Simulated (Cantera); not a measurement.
Feed: 1 mol TiO2, 1.6 mol MgCl2, a varied amount of O2, equilibrated at 1702 °C and 0.0410 bar.

Cantera equilibrium calculation (NASA polynomials, part measured and part estimated; ideal gas, pure solids and liquids). Candidate condensed phases: Mg, MgCl2, MgO, MgTiO3, MgTi2O5, Mg2TiO4, Ti, TiCl2, TiCl3, TiCl4, TiO, TiO2, Ti2O3, Ti3O5, Ti4O7; 20 gas species. Mutual solubility and eutectic melting of coexisting phases are not modelled. Condensed phases not in the tables: alloys, solid solutions and most ternary compounds. Equilibrium is a limit: real reactors are often held back by kinetics, nucleation or transport.

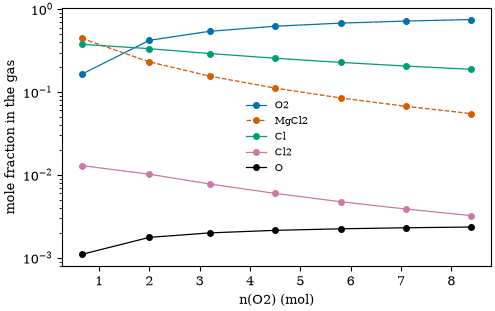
Equilibrium gas composition (values under 1e-9 drawn at 1e-9)

At 0.66 mol O2 the condensed part is MgTi2O5(l). From 2 mol O2 to 8.4 mol O2 the condensed part is MgTi2O5(l) + Mg2TiO4(s). The main Ti-bearing gas is TiOCl2 throughout.
